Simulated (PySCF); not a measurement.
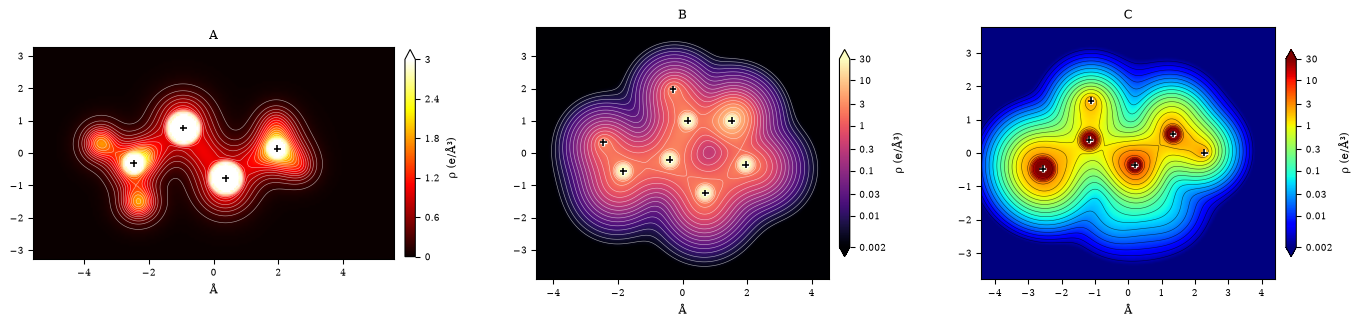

The total electron density of 3 systems, each on a plane through atoms (crosses mark nuclei in the plane).

Level of theory: PBE0/def2-SVPD, SCF density, gas phase (PySCF 2.14.0).

System 1: C$_{5}$H$_{8}$O, the plane of atoms O4, C3 and H10. Geometry: GFN2-xTB.

| atom | x (Å) | y (Å) | z (Å) |
| --- | --- | --- | --- |
| C | 1.9549 | 0.2321 | -0.0369 |
| C | 0.4760 | 0.2315 | 0.1155 |
| C | -0.2911 | 1.0611 | 0.8102 |
| O | -1.6298 | 0.7980 | 0.7576 |
| C | -1.8088 | -0.3523 | -0.0707 |
| C | -0.4136 | -0.7960 | -0.5458 |
| H | 2.2299 | 0.3223 | -1.0881 |
| H | 2.3759 | -0.7013 | 0.3379 |
| H | 2.3938 | 1.0606 | 0.5125 |
| H | -0.0211 | 1.9108 | 1.4100 |
| H | -2.3110 | -1.1209 | 0.5250 |
| H | -2.4651 | -0.0713 | -0.9003 |
| H | -0.3200 | -0.7669 | -1.6333 |
| H | -0.1705 | -1.8081 | -0.2158 |

System 2: C$_{3}$H$_{10}$BClN (charge +1), the plane of atoms C4, N2 and B5. Geometry: GFN2-xTB.

```yaml
atoms:
  - { symbol: C, position_ang: [-0.9771, 0.6248, -0.8519] }
  - { symbol: N, position_ang: [0.0146, 0.0396, 0.0782] }
  - { symbol: C, position_ang: [1.1532, -0.4854, -0.7087] }
  - { symbol: C, position_ang: [-0.6201, -1.0855, 0.7976] }
  - { symbol: B, position_ang: [0.5230, 1.1425, 1.0653] }
  - { symbol: Cl, position_ang: [1.2591, 2.4821, 0.4448] }
  - { symbol: H, position_ang: [-1.8217, 1.0251, -0.2944] }
  - { symbol: H, position_ang: [-1.3389, -0.1420, -1.5364] }
  - { symbol: H, position_ang: [-0.5259, 1.4286, -1.4292] }
  - { symbol: H, position_ang: [1.6152, 0.3132, -1.2847] }
  - { symbol: H, position_ang: [0.8041, -1.2585, -1.3928] }
  - { symbol: H, position_ang: [1.9002, -0.9156, -0.0442] }
  - { symbol: H, position_ang: [-1.4702, -0.7309, 1.3762] }
  - { symbol: H, position_ang: [0.0930, -1.5487, 1.4760] }
  - { symbol: H, position_ang: [-0.9672, -1.8354, 0.0876] }
  - { symbol: H, position_ang: [0.3510, 0.9549, 2.2052] }
```

System 3: C$_{2}$H$_{5}$F$_{3}$P$_{2}$Si (SMILES FC(F)(F)/P=P/C[SiH3]), the plane of atoms C2, P5 and P6. Geometry: GFN2-xTB.

```yaml
atoms:
  - { symbol: F, position_ang: [3.8699, -1.2513, 0.3806] }
  - { symbol: C, position_ang: [2.9329, -0.3033, 0.2339] }
  - { symbol: F, position_ang: [3.2608, 0.3888, -0.8720] }
  - { symbol: F, position_ang: [3.0826, 0.5428, 1.2662] }
  - { symbol: P, position_ang: [1.2250, -1.0799, 0.0754] }
  - { symbol: P, position_ang: [0.2465, 0.5010, 0.8944] }
  - { symbol: C, position_ang: [-1.4934, -0.0686, 0.7243] }
  - { symbol: Si, position_ang: [-2.2395, 0.4221, -0.9777] }
  - { symbol: H, position_ang: [-2.0768, 0.4040, 1.5150] }
  - { symbol: H, position_ang: [-1.5657, -1.1474, 0.8506] }
  - { symbol: H, position_ang: [-2.0775, 1.8645, -1.1604] }
  - { symbol: H, position_ang: [-3.6543, 0.0515, -0.9423] }
  - { symbol: H, position_ang: [-1.5148, -0.3237, -2.0057] }
```

### Match each panel to its system.

Panel A is system 3, C$_{2}$H$_{5}$F$_{3}$P$_{2}$Si: the plane holds C and P. C–P (1.84 Å): ρ is about 1.1 e/Å³ halfway. Panel B is system 1, C$_{5}$H$_{8}$O: the plane holds C, O and H. C–C (1.33 Å): ρ is about 2.3 e/Å³ halfway. Panel C is system 2, C$_{3}$H$_{10}$BClN: the plane holds N, C, B, Cl and H. C–N (1.48 Å): the density is about 1.9 e/Å³ at the midpoint.
